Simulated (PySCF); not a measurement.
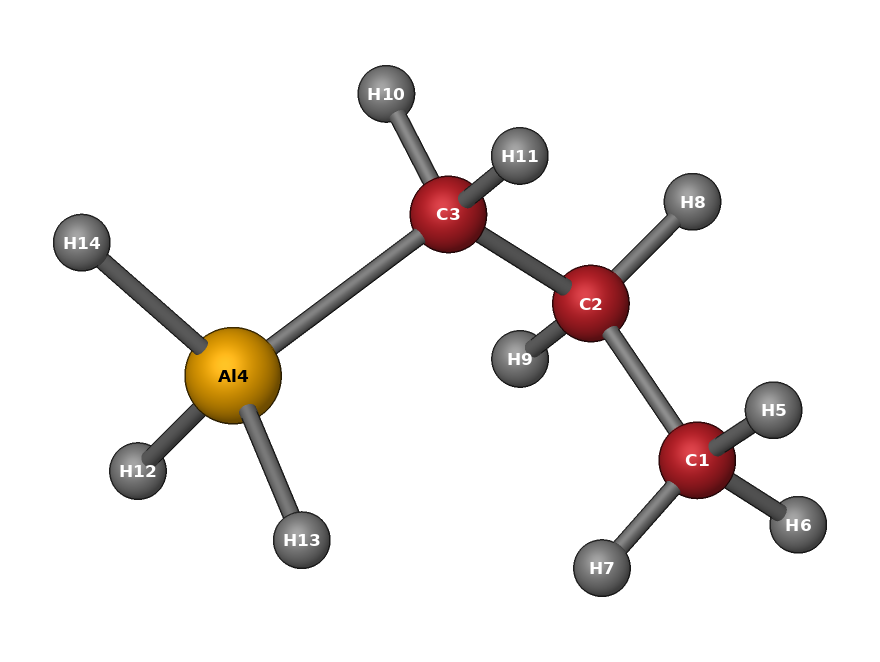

The questions are on isotropic NMR shieldings of the C atoms. State: charge −1, singlet. The computed structure is the end point of a PBE0-D3(BJ)/def2-SVP optimisation. No frequency run is at hand to confirm it as a minimum. Properties computed with GIAO PBE0/IGLO-III NMR shielding, non-relativistic, gas phase (PySCF 2.14.0).

Give the isotropic NMR shieldings of the C atoms atom by atom.

```
atom  σ (ppm)
  C1    163.7
  C2    155.4
  C3    168.2
```
